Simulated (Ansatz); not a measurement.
**Si₄: density, localisation and related maps**

Input

```
crystal:
  periodic: [false, false, false]
  atoms:
    - {symbol: Si, position_ang: [0.908290, 1.760813, -0.037061]}
    - {symbol: Si, position_ang: [-0.907349, 0.480832, 0.608121]}
    - {symbol: Si, position_ang: [-0.913707, -1.758202, 0.026852]}
    - {symbol: Si, position_ang: [0.912765, -0.483443, -0.597913]}
basis:
  gaussian: {orbitals: def2-TZVP, initial_orbitals: start.molden}
hamiltonian: {xc: pbe0, dispersion: d4}
scf: {omitted_lower_state_checks: [starts]}
output: {forces: true, orbitals: {seedname: orbitals}}
```

Command:

```sh
ansatz run in.yaml --threads 2 --pin off --events-out ev --progress --plain --max-ram 4352MiB
```

Geometry: r2SCAN-D4/def2-TZVP.

Theory: RKS PBE0-D4/def2-TZVP (Ansatz 0.2.0).

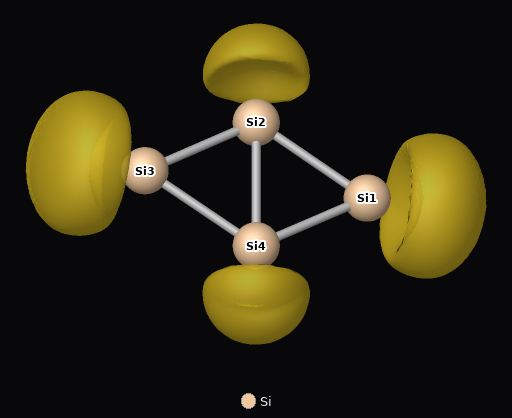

Figure 1. Isosurface of the ELF at 0.9 (yellow), seen at a tilt. Only the valence region is drawn (cores and ρ < 0.01 e/Å³ removed).

**What do the ELF domains correspond to?**

At this value the surface marks out four lobes on Si, pointing away from the bonds (lone pairs). Profiles from the grid: Si–Si (2.31 Å): the ELF peaks at about 0.85 between the atoms: a covalent bond. Si–Si (2.39 Å): the ELF peaks at about 0.65 between the atoms.

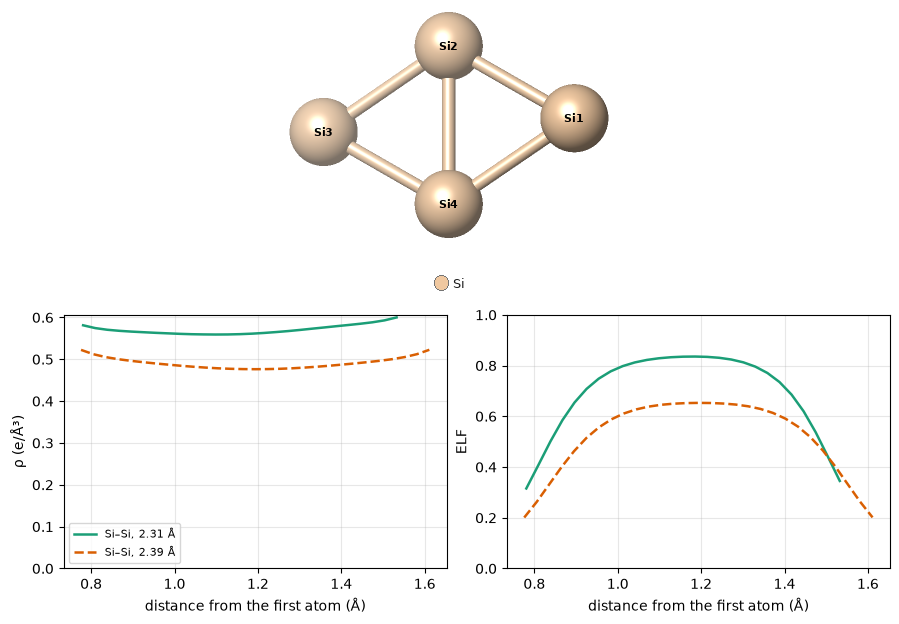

Figure 2. Total electron density and ELF along straight lines between neighbouring atoms. The curves leave out the atomic cores. The structure is drawn too.

**Compare the contacts.**

Si–Si (2.31 Å): the density is about 0.56 e/Å³ at the midpoint; the ELF peaks at about 0.85 between the atoms, as expected for a covalent bond.
Si–Si (2.39 Å): the density is about 0.48 e/Å³ at the midpoint; the ELF peaks at about 0.65 between the atoms.

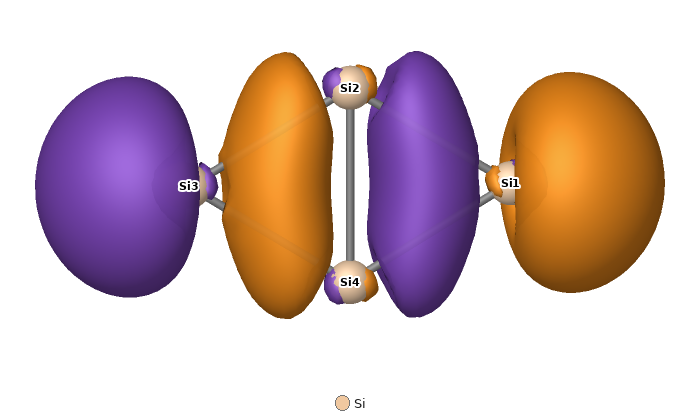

Figure 3. The HOMO at ±0.1 Å⁻³ᐟ² (orange and purple are the two phases), seen across its widest extent.

**Describe this orbital and give its energy.**

Its weight (Hirshfeld) is mainly on Si1 (about 40 %), Si3 (about 40 %), Si2 (about 10 %) and Si4 (about 10 %); it is symmetric in the molecular plane (an in-plane orbital: σ, lone-pair or in-plane π type); it is ungerade (odd under inversion). Its energy is −6.40 eV.
